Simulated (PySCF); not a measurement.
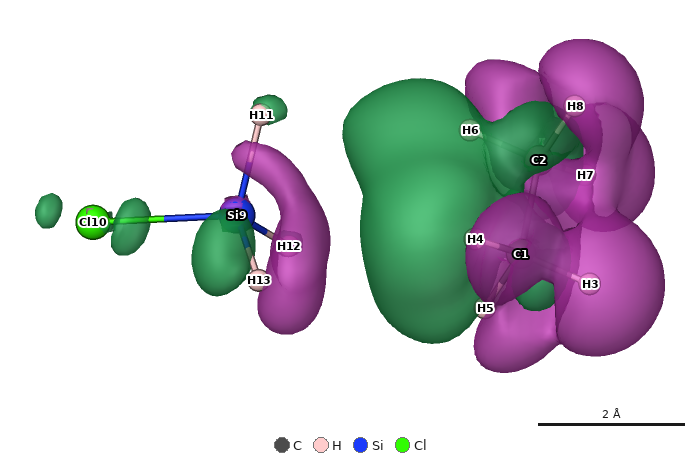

C$_{2}$H$_{9}$ClSi, SMILES `CC.[SiH3]Cl`. Density of the complex less the densities of the two fragments at the same geometry, ±0.0003 e/Å³ (green: gain, purple: loss). Fragment A: H6C2 (atoms 1–8); fragment B: SiH3Cl.

Method: PBE0/def2-SVPD; geometry: GFN2-xTB; program: PySCF. GFN2-xTB bond lengths at metals and heavier atoms can be off by up to 0.1 Å and shapes distorted, which carries into these values.

Input script:

```python
import numpy as np
from pyscf import gto, scf, dft
from pyscf.scf import atom_ks, atom_hf
from scipy.linalg import block_diag
from pyscf.dispersion import dftd3

def solve(mol, dm0=None, hcore=None):
    mf = (dft.UKS if mol.spin else dft.RKS)(mol, xc='pbe0')
    mf.grids.level = 3
    mf = mf.density_fit(auxbasis='def2-universal-jkfit')
    mf.conv_tol, mf.max_cycle = 1e-8, 80
    if hcore is not None:
        mf.get_hcore = lambda *args: hcore
    mf.kernel(dm0)
    if not mf.converged:
        mf = mf.newton().run(mf.mo_coeff, mf.mo_occ, max_cycle=30)
    assert mf.converged, 'SCF not converged'
    return mf

mol = gto.M(atom='''
C     -3.15422     0.75645    -0.03670
C     -3.36566    -0.74981    -0.02352
H     -4.10909     1.27641    -0.06822
H     -2.61874     1.07456     0.85464
H     -2.57274     1.05327    -0.90632
H     -2.40968    -1.26770     0.00688
H     -3.90162    -1.06863    -0.91460
H     -3.94559    -1.04708     0.84722
Si     0.76354     0.03481     0.09074
Cl     2.76735    -0.04124    -0.06511
H      0.35156    -0.94321     1.09174
H      0.19768    -0.28791    -1.21407
H      0.39299     1.38418     0.50053
''', basis='def2-svpd', charge=0, spin=0, verbose=4)
mol_a = gto.M(atom='''
C     -3.15422     0.75645    -0.03670
C     -3.36566    -0.74981    -0.02352
H     -4.10909     1.27641    -0.06822
H     -2.61874     1.07456     0.85464
H     -2.57274     1.05327    -0.90632
H     -2.40968    -1.26770     0.00688
H     -3.90162    -1.06863    -0.91460
H     -3.94559    -1.04708     0.84722
ghost-Si     0.76354     0.03481     0.09074
ghost-Cl     2.76735    -0.04124    -0.06511
ghost-H      0.35156    -0.94321     1.09174
ghost-H      0.19768    -0.28791    -1.21407
ghost-H      0.39299     1.38418     0.50053
''', basis='def2-svpd', charge=0, spin=0, verbose=4)
mol_b = gto.M(atom='''
ghost-C     -3.15422     0.75645    -0.03670
ghost-C     -3.36566    -0.74981    -0.02352
ghost-H     -4.10909     1.27641    -0.06822
ghost-H     -2.61874     1.07456     0.85464
ghost-H     -2.57274     1.05327    -0.90632
ghost-H     -2.40968    -1.26770     0.00688
ghost-H     -3.90162    -1.06863    -0.91460
ghost-H     -3.94559    -1.04708     0.84722
Si     0.76354     0.03481     0.09074
Cl     2.76735    -0.04124    -0.06511
H      0.35156    -0.94321     1.09174
H      0.19768    -0.28791    -1.21407
H      0.39299     1.38418     0.50053
''', basis='def2-svpd', charge=0, spin=0, verbose=4)
ab, a, b = solve(mol), solve(mol_a), solve(mol_b)
e_int = ab.e_tot - a.e_tot - b.e_tot
print('counterpoise-corrected interaction energy / kcal/mol', e_int * 627.5095)
def disp(atoms, charge):
    m = gto.M(atom=atoms, charge=charge, basis='sto-3g', spin=None, unit='Bohr', verbose=0)
    return dftd3.DFTD3Dispersion(m, xc='pbe0', version='d3bj').get_dispersion()['energy']
e_disp = disp(mol._atom, mol.charge) - disp(mol._atom[:8], mol_a.charge) - disp(mol._atom[8:], mol_b.charge)
print('D3(BJ) part / kcal/mol', e_disp * 627.5095)
# spherically averaged free atoms, for the promolecule
atm = atom_ks.get_atm_nrks(mol, xc='pbe0')
pro = block_diag(*[(atm[a[0]][2] * atm[a[0]][3]) @ atm[a[0]][2].T for a in mol._atom])
np.savez('result.npz', e_int=e_int, e_disp=e_disp, dm_a=a.make_rdm1(), dm_b=b.make_rdm1(), c=ab.mo_coeff, occ=ab.mo_occ, eps=ab.mo_energy, pro=pro, d=[f.dip_moment(verbose=0) for f in (ab, a, b)])
```

Launched as:

```sh
OMP_NUM_THREADS=1 python input.py
```

The run took 47 s on 1 thread of Arm Neoverse V2 (shared host), peak memory 0.75 GiB.

Partitions, critical points and surface values were worked out afterwards from this run's density.

Which way does charge flow?

Hirshfeld charges show almost no net transfer (under 0.005 e). 0.02 e is displaced in all, which induces a dipole of 0.13 D.

What is the interaction energy, and which contacts carry it?

The counterpoise-corrected interaction energy of the frozen fragments is −0.3 kcal/mol without dispersion correction and −1.4 kcal/mol with D3(BJ). The pair geometry is semi-empirical, not a minimum at this level. Contacts: H4···H13, H···H contact, 3.05 Å, ρ = 0.002 a.u.; H6···H11, H···H contact, 2.98 Å, ρ = 0.002 a.u., a bond path close to vanishing (ellipticity 3.0). The pose is a local one from a semi-empirical search, not shown to be the most stable.
